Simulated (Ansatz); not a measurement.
**Cl3GeHSe: small, medium and large basis sets**

Aim: see how fast density functionals converge with the basis set for Cl3GeHSe.

The runs use Ansatz 0.2.0, Gaussian basis; one geometry, several basis sets.

Plan: PBE0-D4/def2-SVP; ωB97M-V/def2-SVP; PBE0-D4/def2-QZVPP; ωB97M-V/def2-QZVPP; the functionals' def2-TZVPP values are taken from earlier runs.

## Step 1: Structure used throughout

All runs share one geometry, relaxed beforehand with PBE0-D4 in a triple-zeta def2 set.

SMILES `[Cl][Ge]([Cl])([Cl])[SeH]`, 6 atoms, charge 0, spin multiplicity 1.

Atoms are counted from 1 here; the program's logs count them from 0.

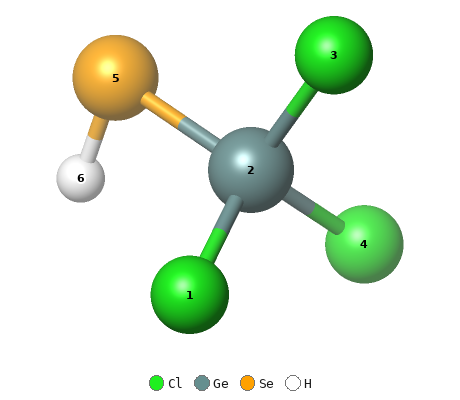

The structure; chlorine green, germanium teal, selenium orange, hydrogen white; atoms are numbered from 1 in the order of the file.

## Step 2: PBE0-D4 in def2-SVP

Contents of in.yaml:

```yaml
crystal:
  periodic: [false, false, false]
  atoms:
    - {symbol: Cl, position_ang: [-0.854261, -1.027354, 1.775305]}
    - {symbol: Ge, position_ang: [0.213771, -0.419155, 0.034212]}
    - {symbol: Cl, position_ang: [2.203450, -1.160980, 0.158524]}
    - {symbol: Cl, position_ang: [-0.757099, -1.339968, -1.624563]}
    - {symbol: Se, position_ang: [0.351229, 1.890876, -0.173405]}
    - {symbol: H, position_ang: [-1.115090, 1.992581, -0.216275]}
basis:
  gaussian: {orbitals: def2-SVP}
hamiltonian: {xc: pbe0, dispersion: d4}
output: {orbitals: {seedname: orbitals}}
```

Launch:

```
$ ansatz run in.yaml --threads 4 --pin off --events-out ev --progress --plain --max-ram 10444MiB
```

The log of the run:

```text
Functional definition: PBE0
  name "PBE0"
  cite "Adamo & Barone, J. Chem. Phys. 110, 6158 (1999) doi:10.1063/1.478522"
  cite "Perdew, Burke & Ernzerhof, Phys. Rev. Lett. 77, 3865 (1996) doi:10.1103/PhysRevLett.77.3865"
  parent pbe
  parameter a = 0.25
  parameter kappa = 0.804
  parameter beta = 0.06672455060314922
  exchange = (1 - a)*pbe_x(kappa = kappa, mu = beta*pi^2/3) + a*exact_x
  correlation = pbe_c(beta = beta)
1150 factors; integrals over basis functions are off by at most 1.3e-3 eV
mean field evaluation 1: about -159401.4271 eV, gradient 2.3e1 eV
mean field evaluation 2: about -159400.4752 eV, gradient 3.3e1 eV
mean field evaluation 4: about -159402.4932 eV, gradient 4.3e-1 eV
mean field evaluation 8: about -159402.5372 eV, gradient 6.6e-2 eV
mean field evaluation 16: about -159402.5372 eV, gradient 4.1e-5 eV
mean field -159402.53719360 eV, -5857.9351949444 hartree, gradient 4.1e-5 eV, S^2 0.000000; 0 other end points of the search recorded, 0 dependent functions left out
reference -159402.53721592 eV, -5857.9351957648 hartree; 59, 59 occupied and 64, 64 virtual orbitals, 1150 factors
Total energy: -159402.79289551 eV, -5857.9445918163 hartree
```

Wall time 1.5 s (4 threads of Arm Neoverse V2, shared host); peak memory 0.35 GiB.

## Step 3: ωB97M-V in def2-SVP

Edit in.yaml of step 2 so:

```diff
@@ -11,3 +11,3 @@
   gaussian: {orbitals: def2-SVP}
-hamiltonian: {xc: pbe0, dispersion: d4}
+hamiltonian: {xc: {name: wB97M-V}}
 output: {orbitals: {seedname: orbitals}}
```

Launched as before.

The log of the run, shortened:

```text
Functional definition: wB97M-V
  name "wB97M-V"
  cite "Mardirossian & Head-Gordon, J. Chem. Phys. 144, 214110 (2016) doi:10.1063/1.4952647"
  cite "Becke, J. Chem. Phys. 107, 8554 (1997) doi:10.1063/1.475007"
  cite "Vydrov & Van Voorhis, J. Chem. Phys. 133, 244103 (2010) doi:10.1063/1.3521275"
  # Of w^i u^j: cxij and so on, Table III.
[...]
  gx(w, u) = 1 - cx + cx01*u + cx10*w
  gss(w, u) = css00 + css04*u^4 + css10*w + css20*w^2 + css43*w^4*u^3
  gos(w, u) = cos00 + cos10*w + (cos20 + cos21*u)*w^2 + (cos60 + cos61*u)*w^6
[...]
      + integral(e_c_pw_mod_opposite_spin*gos(b97_w_opposite, b97_u_opposite)) + vv10(b, c)
1150 factors; integrals over basis functions are off by at most 1.3e-3 eV
246 factors; integrals over basis functions are off by at most 6.0e-6 eV
[...]
mean field -159421.38215137 eV, -5858.6277343688 hartree, gradient 4.5e-5 eV, S^2 0.000000; 0 other end points of the search recorded, 0 dependent functions left out
reference -159421.38218441 eV, -5858.6277355833 hartree; 59, 59 occupied and 64, 64 virtual orbitals, 1150 factors
Total energy: -159421.38218441 eV, -5858.6277355833 hartree
```

Wall time 6 s (4 threads of Arm Neoverse V2, shared host); peak memory 0.5 GiB.

## Step 4: PBE0-D4 in def2-QZVPP

Edit in.yaml of step 3 so:

```diff
@@ -10,4 +10,4 @@
 basis:
-  gaussian: {orbitals: def2-SVP}
-hamiltonian: {xc: {name: wB97M-V}}
+  gaussian: {orbitals: "def2-QZVPP.json"}
+hamiltonian: {xc: pbe0, dispersion: d4}
 output: {orbitals: {seedname: orbitals}}
```

Launched as before.

The log of the run:

```text
Functional definition: PBE0
  name "PBE0"
  cite "Adamo & Barone, J. Chem. Phys. 110, 6158 (1999) doi:10.1063/1.478522"
  cite "Perdew, Burke & Ernzerhof, Phys. Rev. Lett. 77, 3865 (1996) doi:10.1103/PhysRevLett.77.3865"
  parent pbe
  parameter a = 0.25
  parameter kappa = 0.804
  parameter beta = 0.06672455060314922
  exchange = (1 - a)*pbe_x(kappa = kappa, mu = beta*pi^2/3) + a*exact_x
  correlation = pbe_c(beta = beta)
2270 factors; their error is unknown
mean field evaluation 1: about -159433.0164 eV, gradient 2.5e1 eV
mean field evaluation 2: about -159432.7326 eV, gradient 3.4e1 eV
mean field evaluation 4: about -159434.0161 eV, gradient 1.1e0 eV
mean field evaluation 8: about -159434.0171 eV, gradient 3.5e-2 eV
mean field evaluation 16: about -159434.3987 eV, gradient 8.5e-5 eV
mean field -159434.39871218 eV, -5859.1060841558 hartree, gradient 8.5e-5 eV, S^2 0.000000; 0 other end points of the search recorded, 0 dependent functions left out
reference -159434.39874582 eV, -5859.1060853920 hartree; 59, 59 occupied and 359, 359 virtual orbitals, 2270 factors
Total energy: -159434.65442541 eV, -5859.1154814435 hartree
```

Wall time 12 s (4 threads of Arm Neoverse V2, shared host); peak memory 2.6 GiB.

## Step 5: ωB97M-V in def2-QZVPP

Edit in.yaml of step 4 so:

```diff
@@ -11,3 +11,3 @@
   gaussian: {orbitals: "def2-QZVPP.json"}
-hamiltonian: {xc: pbe0, dispersion: d4}
+hamiltonian: {xc: {name: wB97M-V}}
 output: {orbitals: {seedname: orbitals}}
```

The command is unchanged.

The log of the run, shortened:

```text
Functional definition: wB97M-V
  name "wB97M-V"
  cite "Mardirossian & Head-Gordon, J. Chem. Phys. 144, 214110 (2016) doi:10.1063/1.4952647"
  cite "Becke, J. Chem. Phys. 107, 8554 (1997) doi:10.1063/1.475007"
  cite "Vydrov & Van Voorhis, J. Chem. Phys. 133, 244103 (2010) doi:10.1063/1.3521275"
  # Of w^i u^j: cxij and so on, Table III.
[...]
  gx(w, u) = 1 - cx + cx01*u + cx10*w
  gss(w, u) = css00 + css04*u^4 + css10*w + css20*w^2 + css43*w^4*u^3
  gos(w, u) = cos00 + cos10*w + (cos20 + cos21*u)*w^2 + (cos60 + cos61*u)*w^6
[...]
      + integral(e_c_pw_mod_opposite_spin*gos(b97_w_opposite, b97_u_opposite)) + vv10(b, c)
2185 factors; their error is unknown
296 factors; integrals over basis functions are off by at most 5.5e-5 eV
[...]
mean field -159452.87816975 eV, -5859.7851916956 hartree, gradient 1.9e-5 eV, S^2 0.000000; 0 other end points of the search recorded, 0 dependent functions left out
reference -159452.87822117 eV, -5859.7851935851 hartree; 59, 59 occupied and 359, 359 virtual orbitals, 2185 factors
Total energy: -159452.87822117 eV, -5859.7851935851 hartree
```

It took 24 s on 4 threads of Arm Neoverse V2, shared host; peak memory 2.8 GiB.

## Step 6: Functionals by basis

The def2-TZVPP values come from earlier runs at the same geometry.

| functional | basis | functions | energy (eV) | from the largest (eV) | HOMO (eV) | LUMO (eV) |
| --- | --- | --- | --- | --- | --- | --- |
| PBE0-D4 | def2-SVP | 123 | -159402.7929 | 31.862 | -7.81 | -1.96 |
| PBE0-D4 | def2-TZVPP | 236 | -159430.9755 | 3.679 | -7.91 | -2.16 |
| PBE0-D4 | def2-QZVPP | 418 | -159434.6544 | 0.000 | -7.93 | -2.21 |
| ωB97M-V | def2-SVP | 123 | -159421.3822 | 31.496 | -9.95 | 0.16 |
| ωB97M-V | def2-TZVPP | 236 | -159449.3266 | 3.552 | -10.08 | -0.17 |
| ωB97M-V | def2-QZVPP | 418 | -159452.8782 | 0.000 | -10.11 | -0.26 |

## Step 7: Outcome

```
                                       quantity           value
PBE0-D4: double and triple zeta above quadruple  31.86, 3.68 eV
ωB97M-V: double and triple zeta above quadruple  31.50, 3.55 eV
```

What this shows: For PBE0-D4 the step from double to triple zeta gains 28.18 eV and the next only 3.68 eV. Total energies overstate the basis error of differences, where much of it tends to cancel.

For PBE0-D4 the largest set took about 8 times as long as the smallest (12 s against 1.5 s).
